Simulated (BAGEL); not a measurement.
**GeH2Cl2O (SMILES [OH][GeH]([Cl])[Cl]), step by step**

Aim: a single-point energy (HF/def2-SV(P)), then a single-point energy (NEVPT2(2,2)/def2-SV(P)), then a single-point energy (CASPT2(2,2)/def2-SV(P)) of GeH2Cl2O. 

The results are computed with BAGEL 1.2.2.

1 further run of the same task is left out (set aside as unsound or not needed).

## Step 1: The system as given

GeH2Cl2O: 6 atoms, total charge 0, spin state singlet. SMILES: `[OH][GeH]([Cl])[Cl]`. Geometry: relaxed at PBE0-D4/def2-TZVP. This is one conformer, not always the lowest.

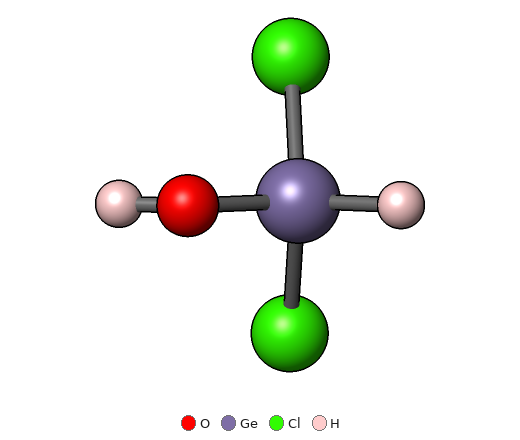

The structure, seen from a chosen angle (oxygen red, germanium purple, chlorine green, hydrogen pink).

## Step 2: A single-point energy at HF/def2-SV(P) (density fitting with svp-jkfit) (run 1)

hf.json reads:

```json
{ "bagel" : [

{
  "title" : "molecule",
  "basis" : "def2-sv_p_.json",
  "df_basis" : "svp-jkfit",
  "angstrom" : false,
  "geometry" : [
    { "atom" : "O", "xyz" : [    -0.30424780,     2.43965532,    -1.16068301 ] },
    { "atom" : "Ge", "xyz" : [    -0.12358809,    -0.28119125,     0.71601723 ] },
    { "atom" : "Cl", "xyz" : [     3.68213135,    -1.63007776,     0.79689751 ] },
    { "atom" : "Cl", "xyz" : [    -2.36669300,    -3.21366825,    -0.92105251 ] },
    { "atom" : "H", "xyz" : [     0.23885949,     2.17698339,    -2.87428666 ] },
    { "atom" : "H", "xyz" : [    -1.04690827,     0.38720488,     3.35558668 ] }
  ]
},

{
  "title" : "hf"
},

{
  "title" : "print",
  "file" : "orbitals.molden",
  "orbitals" : true
}

]}
```

The basis set def2-SV(P) is read from a file made from the Basis Set Exchange's data (not shown).

Command:

```bash
$ BAGEL_NUM_THREADS=1 BAGEL hf.json > hf.out
```

The log of the run:

```text
* using 1 threads per process

  ===============================================================
  ===============================================================

  *** Geometry ***

  { "atom" : "O", "xyz" : [     -0.304248,      2.439655,     -1.160683 ] },
  { "atom" : "Ge", "xyz" : [     -0.123588,     -0.281191,      0.716017 ] },
  { "atom" : "Cl", "xyz" : [      3.682131,     -1.630078,      0.796898 ] },
  { "atom" : "Cl", "xyz" : [     -2.366693,     -3.213668,     -0.921053 ] },
  { "atom" : "H", "xyz" : [      0.238859,      2.176983,     -2.874287 ] },
  { "atom" : "H", "xyz" : [     -1.046908,      0.387205,      3.355587 ] },

  Number of auxiliary basis functions:      635

  Since a DF basis is specified, we compute 2- and 3-index integrals:
    o Being stored without compression. Storage requirement is 0.038 GB

  Number of basis functions:       86
  Number of electrons      :       76

    * METHOD: MOLECULE                             0.41

  *** RHF ***

  === Nuclear Repulsion ===
   472.3853012637

      * DIIS with orbital gradients will be used.

  === RHF iteration (def2-sv_p_.json) ===
      0      -3069.70770776          0.01655169           0.16
      1      -3069.80787901          0.01169740           0.15
      2      -3069.88090634          0.00097198           0.15
[... 9 lines of this table left out ...]
     12      -3069.88196198          0.00000001           0.16
    * SCF iteration converged.

    * Permanent dipole moment:
           (    0.036420,    -0.167639,     0.041425) a.u.

    * METHOD: HF                                   2.33

    * METHOD: PRINT                                0.02

  ===============================================================
```

Run time: 2.9 s. Hardware: 1 thread of Arm Neoverse V1, shared host; peak memory 0.17 GiB.

## Step 3: The energy at NEVPT2(2,2)/def2-SV(P) (density fitting with svp-jkfit) (run 2)

nevpt2.json reads:

```json
{ "bagel": [

{
  "title": "molecule",
  "basis": "def2-sv_p_.json",
  "df_basis": "svp-jkfit",
  "angstrom": false,
  "geometry": [
    { "atom": "O", "xyz": [ -0.30424780,  2.43965532, -1.16068301 ] },
    { "atom": "Ge", "xyz": [ -0.12358809, -0.28119125,  0.71601723 ] },
    { "atom": "Cl", "xyz": [  3.68213135, -1.63007776,  0.79689751 ] },
    { "atom": "Cl", "xyz": [ -2.36669300, -3.21366825, -0.92105251 ] },
    { "atom": "H", "xyz": [  0.23885949,  2.17698339, -2.87428666 ] },
    { "atom": "H", "xyz": [ -1.04690827,  0.38720488,  3.35558668 ] }
  ]
},
{ "title": "hf" },
{ "title": "nevpt2", "nstate": 1, "nact": 2, "nclosed": 37, "active": [26, 40], "maxiter": 200, "natocc": true, "ncore": 20 },
{ "title": "print", "file": "orbitals.molden", "orbitals": true }

]}
```

The basis set def2-SV(P) is read from a file made from the Basis Set Exchange's data (not shown).

Command:

```bash
$ BAGEL_NUM_THREADS=1 BAGEL nevpt2.json > nevpt2.out
```

The log of the run:

```text
* using 1 threads per process

  ===============================================================
  ===============================================================

  *** Geometry ***

[... 30 lines left out ...]
    * SCF iteration converged.
[... 1 line left out ...]
    * Permanent dipole moment:
[... 28 lines left out ...]
    * Second-order optimization converged. *
[... 9 lines left out ...]
     * ci vector, state   0, <S^2> = 0.0000
       2.     0.9949775449
       .2    -0.1000983771

  === DF-NEVPT2 calculation ===

    * 3-index integral transformation done
    * assembly done

      NEVPT2 correlation energy:   -0.6414724770      0.18

          (+0)     -0.5666616628
          (+0)'    -0.0360178502
          (+1)     -0.0048436432
          (+1)'    -0.0000000000
          (+2)     -0.0004174597
          (-1)     -0.0289702385
          (-1)'     0.0000000000
          (-2)     -0.0045616226

      NEVPT2 total energy:       -3070.5445818170

    * METHOD: NEVPT2                              10.88

    * METHOD: PRINT                                0.02

  ===============================================================
```

It took 14 s on 1 thread of Arm Neoverse V1, shared host; peak memory 0.19 GiB.

## Step 4: A single-point energy at CASPT2(2,2)/def2-SV(P) (density fitting with svp-jkfit) (run 3)

calc.json reads:

```json
{ "bagel" : [

{
  "title" : "molecule",
  "basis" : "def2-sv_p_.json",
  "df_basis" : "svp-jkfit",
  "angstrom" : false,
  "geometry" : [
    { "atom" : "O", "xyz" : [    -0.30424780,     2.43965532,    -1.16068301 ] },
    { "atom" : "Ge", "xyz" : [    -0.12358809,    -0.28119125,     0.71601723 ] },
    { "atom" : "Cl", "xyz" : [     3.68213135,    -1.63007776,     0.79689751 ] },
    { "atom" : "Cl", "xyz" : [    -2.36669300,    -3.21366825,    -0.92105251 ] },
    { "atom" : "H", "xyz" : [     0.23885949,     2.17698339,    -2.87428666 ] },
    { "atom" : "H", "xyz" : [    -1.04690827,     0.38720488,     3.35558668 ] }
  ]
},

{
  "title" : "hf"
},

{
  "title" : "casscf",
  "nstate" : 1,
  "nact" : 2,
  "nclosed" : 37,
  "active" : [26, 40],
  "maxiter" : 200,
  "natocc" : true
},

{
  "title" : "print",
  "file" : "orbitals.molden",
  "orbitals" : true
},

{
  "title" : "smith",
  "method" : "caspt2",
  "ms" : true,
  "xms" : true,
  "sssr" : true,
  "shift" : 0.2,
  "shift_imag" : true,
  "ncore" : 20
}

]}
```

The basis set def2-SV(P) is read from a file made from the Basis Set Exchange's data (not shown).

Command:

```bash
$ BAGEL_NUM_THREADS=1 BAGEL calc.json > calc.out
```

The log of the run:

```text
* using 1 threads per process

  ===============================================================
  ===============================================================

  *** Geometry ***

[... 32 lines left out ...]
    * Permanent dipole moment:
[... 37 lines left out ...]
     * ci vector, state   0, <S^2> = 0.0000
[... 21 lines left out ...]
       #      aibj      arbs      arbi      airj      risj      airs      arst      rist         Etot      error   time
[... 10 lines left out ...]
      ------------------------------------------------------------------------------------------------------------------

    * CASPT2 energy : state  0    -3070.5446427467
        w/o shift correction      -3070.5419130464
        reference weight              0.8408834649

    * METHOD: SMITH                                0.95

  ===============================================================
```

It took 14 s on 1 thread of Arm Neoverse V1, shared host; peak memory 0.24 GiB.

## Step 5: Results

| quantity | value |
| --- | --- |
| run 1, HF/def2-SV(P): total energy | -3069.88196 Eh |
| run 1, HF/def2-SV(P): dipole moment | 0.45 D |
| run 1, HF/def2-SV(P): HOMO energy | -12.56 eV |
| run 1, HF/def2-SV(P): LUMO energy | 3.62 eV |
| run 1, HF/def2-SV(P): HOMO–LUMO gap | 16.18 eV |
| run 2, NEVPT2(2,2)/def2-SV(P): total energy | -3070.54458 Eh |
| run 3, CASPT2(2,2)/def2-SV(P): total energy | -3070.54464 Eh |
